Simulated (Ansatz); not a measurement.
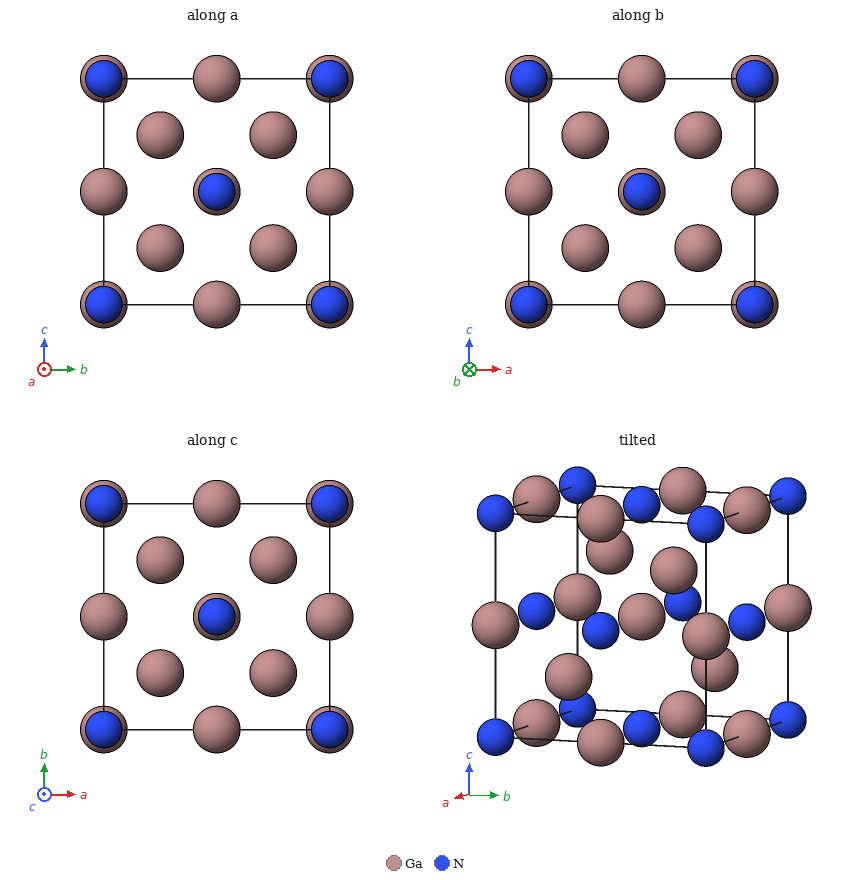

View along the a axis, along the b axis, along the c axis and slightly off an axis, drawn as a spheres-only model. The frame is the conventional unit cell; atoms at its boundary are shown with their periodic copies.

Lattice parameters: a = 5.761 Å, b = 5.761 Å, c = 5.761 Å, α = 90.00°, β = 90.00°, γ = 90.00°. Put a along x and b in the xy plane.

Question: From the views, write a POSCAR file.

Answer:
```
Ga N
1.0
     5.761    0.000    0.000
     0.000    5.761    0.000
     0.000    0.000    5.761
Ga N
8 4
Direct
  0.5000 0.0000 0.0000
  0.2500 0.2500 0.7500
  0.5000 0.5000 0.5000
  0.2500 0.7500 0.2500
  0.0000 0.0000 0.5000
  0.7500 0.2500 0.2500
  0.0000 0.5000 0.0000
  0.7500 0.7500 0.7500
  0.0000 0.0000 0.0000
  0.0000 0.5000 0.5000
  0.5000 0.0000 0.5000
  0.5000 0.5000 0.0000
```

The structure comes from a random cell made by a generator, so it need not be a real form of the compound. Earlier steps of the study may have refined or changed the cell and positions. It was the input of a calculation with Ansatz.
